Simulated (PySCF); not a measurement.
BrH3S, SMILES `Br.S`.

PySCF calculation, CAM-B3LYP/def2-SVP, gas phase; geometry: an unrelaxed start of a pair search. Without diffuse functions Rydberg states are missing, so the states' numbers hold for this basis only.

The calculation's input:

```python
import numpy as np
from pyscf import gto, scf, dft, tdscf
from pyscf.scf import atom_ks, atom_hf
from scipy.linalg import block_diag

def solve(mol, dm0=None, hcore=None):
    mf = (dft.UKS if mol.spin else dft.RKS)(mol, xc='camb3lyp')
    mf.grids.level = 3
    mf = mf.density_fit(auxbasis='def2-universal-jkfit')
    mf.conv_tol, mf.max_cycle = 1e-8, 80
    if hcore is not None:
        mf.get_hcore = lambda *args: hcore
    mf.kernel(dm0)
    if not mf.converged:
        mf = mf.newton().run(mf.mo_coeff, mf.mo_occ, max_cycle=30)
    assert mf.converged, 'SCF not converged'
    return mf

mol = gto.M(atom='''
Br    -1.28033    -0.02158     0.00127
H     -0.58975     1.19563    -0.03856
S      2.53183    -0.00874    -0.10066
H      1.91609    -0.93082     0.62675
H      2.97617     0.63024     0.97801
''', basis='def2-svp', charge=0, spin=0, verbose=4)
mf = solve(mol)
td = mf.TDA()
td.nstates, td.singlet, td.conv_tol = 5, True, 1e-5
td.kernel()
td.analyze()
x, y = np.array([p[0] for p in td.xy]), np.array([p[1] + 0 * p[0] for p in td.xy])
f, mu = td.oscillator_strength(), td.transition_dipole()
nto = [td.get_nto(state=i + 1, verbose=4) for i in range(len(td.e))]
# spherically averaged free atoms, for the promolecule
atm = atom_ks.get_atm_nrks(mol, xc='camb3lyp')
pro = block_diag(*[(atm[a[0]][2] * atm[a[0]][3]) @ atm[a[0]][2].T for a in mol._atom])
np.savez('result.npz', e=td.e, f=f, ok=td.converged, w=[n[0] for n in nto], nto=[n[1] for n in nto], x=x, y=y, c=mf.mo_coeff, occ=mf.mo_occ, eps=mf.mo_energy, pro=pro, mu=mu)
```

Run with:

```sh
OMP_NUM_THREADS=1 python input.py
```

The run took 30 s on 1 thread of Arm Neoverse V1 (shared host), peak memory 0.39 GiB.

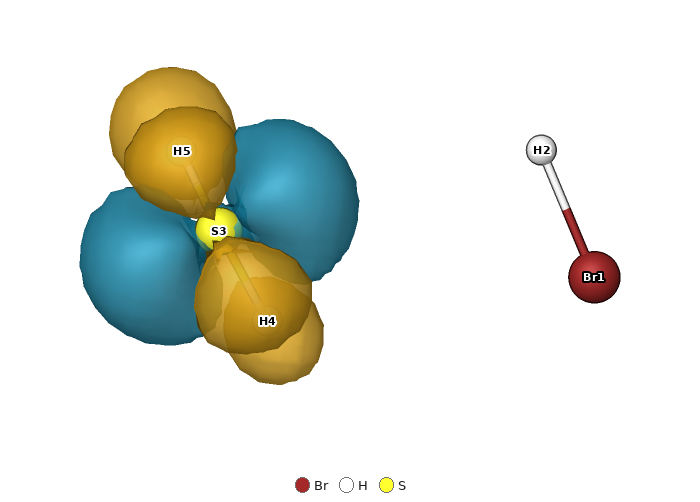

Unrelaxed difference density of S₁ less the ground state (TDA singlet states), ±0.05 e/Å³; yellow: gain, teal: loss.

Q: How does the charge move on excitation?

A: 0.75 e is displaced in all, of which about 0.3 e passes between atoms: S3 (0.32 e) loses electrons and H5 (0.22 e) and H4 (0.12 e) gain them. The state: 6.55 eV (189 nm), f = 0.000 (very weak); the leading pair carries 100 %; hole on S3 (89 %), electron on S3 (57 %), H5 (26 %) and H4 (16 %); their centroids lie 0.4 Å apart.
